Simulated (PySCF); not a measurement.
**MP2/def2-TZVP run of GeSiNH5O (SMILES [NH2][GeH]1[O][SiH2]1)**

What is the vertical ionisation energy of GeSiNH5O at MP2/def2-TZVP? The job is set up through a Python script.

Program for the calculation: PySCF 2.14.0.

### 1 The molecule

GeSiNH5O has 9 atoms, charge 0, and is taken as a singlet. As SMILES, `[NH2][GeH]1[O][SiH2]1`. Geometry: relaxed at PBE0-D4/def2-TZVP. This is one conformer, not always the lowest.

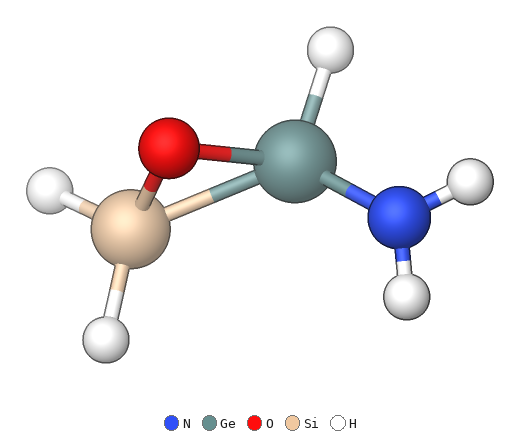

Viewed from a chosen angle; nitrogen blue, germanium teal, oxygen red, silicon light orange, hydrogen white.

### 2 The energy at MP2/def2-TZVP

calc.py reads:

```python
# [NH2][GeH]1[O][SiH2]1
from pyscf import gto, mp

mol = gto.M(
    atom='''
N     -0.611300     1.281200    -1.252800
Ge     0.478300     0.540700    -0.006400
O      0.756700    -1.296900    -0.385700
Si     0.040700    -1.380500     1.096300
H     -0.324400     2.159200    -1.655200
H     -1.606700     1.250700    -1.105300
H      1.833500     1.255000    -0.102900
H     -1.327100    -1.960000     1.162200
H      0.848600    -1.895900     2.232700
''',
    verbose=3,
    basis='def2-tzvp',
    max_memory=1860,
)

myscf = mol.RHF()
myscf.conv_tol = 1e-10
myscf.kernel()
if not myscf.converged:
    myscf = myscf.newton().run(myscf.mo_coeff, myscf.mo_occ)

pt = mp.MP2(myscf, frozen=16).run()
etot = pt.e_tot
print('E(%s) = %.9f' % ('MP2', etot))
```

On the command line:

```sh
$ OMP_NUM_THREADS=1 python calc.py
```

Log:

```text
converged SCF energy = -2496.61159178578
E(RMP2) = -2497.42176728981  E_corr = -0.810175504029
E(SCS-RMP2) = -2497.40221187056  E_corr = -0.790620084778052
E(MP2) = -2497.421767290
```

Wall time 24 s (1 thread of Arm Neoverse V1, shared host); peak memory 1.4 GiB.

### 3 The doublet cation, same level

input.py reads:

```python
from pyscf import gto, mp

mol = gto.M(
    atom=[
    ('N', (-0.611300, 1.281200, -1.252800)),
    ('Ge', (0.478300, 0.540700, -0.006400)),
    ('O', (0.756700, -1.296900, -0.385700)),
    ('Si', (0.040700, -1.380500, 1.096300)),
    ('H', (-0.324400, 2.159200, -1.655200)),
    ('H', (-1.606700, 1.250700, -1.105300)),
    ('H', (1.833500, 1.255000, -0.102900)),
    ('H', (-1.327100, -1.960000, 1.162200)),
    ('H', (0.848600, -1.895900, 2.232700)),
],
    max_memory=1860,
    basis='def2-tzvp',
    verbose=4,
    spin=1,
    charge=1,
)

mf = mol.UHF()
mf.conv_tol = 1e-10
mf.kernel()
if not mf.converged:
    mf = mf.newton().run(mf.mo_coeff, mf.mo_occ)

pt = mp.MP2(mf, frozen=16).run()
etot = pt.e_tot
print('E(%s) = %.9f' % ('MP2', etot))
```

On the command line:

```sh
$ OMP_NUM_THREADS=1 python input.py
```

Log:

```text
PySCF version 2.14.0

[... 145 lines left out ...]
converged SCF energy = -2496.323265214  <S^2> = 0.79605578  2S+1 = 2.0455374
[... 1 line left out ...]
******** <class 'pyscf.mp.ump2.UMP2'> ********
nocc = (np.int64(17), np.int64(16)), nmo = (161, 161)
frozen orbitals 16
E(UMP2) = -2497.09513173741  E_corr = -0.771866523413462
E(SCS-UMP2) = -2497.0762097367  E_corr = -0.752944522694213
E_corr(same-spin) = -0.199956121617625
E_corr(oppo-spin) = -0.571910401795837
E(MP2) = -2497.095131737
```

Wall time 1.8 min (1 thread of Arm Neoverse V1, shared host); peak memory 2 GiB.

### 4 Summary of results

Level: MP2/def2-TZVP, 16 core orbitals frozen.

| quantity | value |
| --- | --- |
| singlet GeSiNH5O: total energy | -2497.42177 Eh |
| singlet GeSiNH5O: dipole moment (Hartree–Fock density) | 3.10 D |
| singlet GeSiNH5O: HOMO energy (Hartree–Fock orbitals) | -9.17 eV |
| singlet GeSiNH5O: LUMO energy (Hartree–Fock orbitals) | 2.38 eV |
| singlet GeSiNH5O: HOMO–LUMO gap (Hartree–Fock orbitals) | 11.55 eV |
| singlet GeSiNH5O: correlation energy (16 core orbitals frozen) | -810.2 mEh |
| doublet cation: total energy | -2497.09513 Eh |
| doublet cation: HOMO energy (Hartree–Fock orbitals) (highest over α and β) | -16.21 eV |
| doublet cation: LUMO energy (Hartree–Fock orbitals) (lowest over α and β) | -6.53 eV |
| doublet cation: correlation energy (16 core orbitals frozen) | -771.9 mEh |
| doublet cation: ⟨S²⟩ of the reference determinant | 0.796 |
| vertical ionisation energy (to the doublet cation) | 8.888 eV |

What this shows: Removing an electron at fixed nuclei costs 8.89 eV (205 kcal/mol). Mulliken charges (doublet cation) of the mean-field density run from -0.66 on N1 to +0.66 on Ge2.
